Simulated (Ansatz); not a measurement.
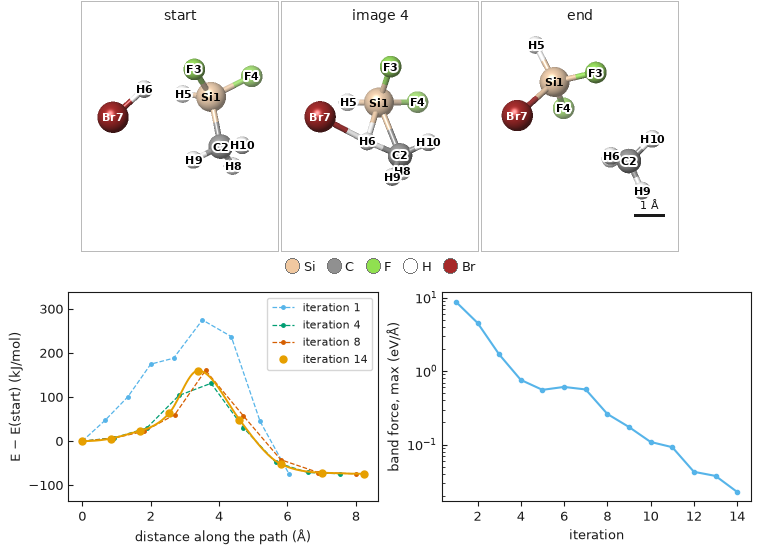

A search for the minimum-energy path of CH5BrF2Si by the nudged elastic band. Images are numbered from 0 (start) to 8 (end). The plot follows the band through its iterations. The picture is a ball-and-stick view, seen at a tilt.

All numbers below come from RKS r2SCAN/def2-SVP in Ansatz. Set-up: 7 movable images; climbing image; force threshold 0.03 eV/Å; iteration limit 60; spring constant 20.0 eV/Å²; starting path through a guess of the saddle point.

### Judge this run.

The run is converged, with reservations. The band converged in 14 iterations. The largest component of the band force went from 8.8 to 0.023 eV/Å. The climbing image converged on the top of the path. Its curvatures weren't checked. The first iteration put the highest image at 275.0 kJ/mol. The highest point, image 4, lies 160.0 kJ/mol above the start and 234.0 kJ/mol above the end; the end is at −74.0 kJ/mol relative to the start.

Cost: 6.6 min on 4 threads of Arm Neoverse N1, on a shared host, peak memory 0.24 GiB.
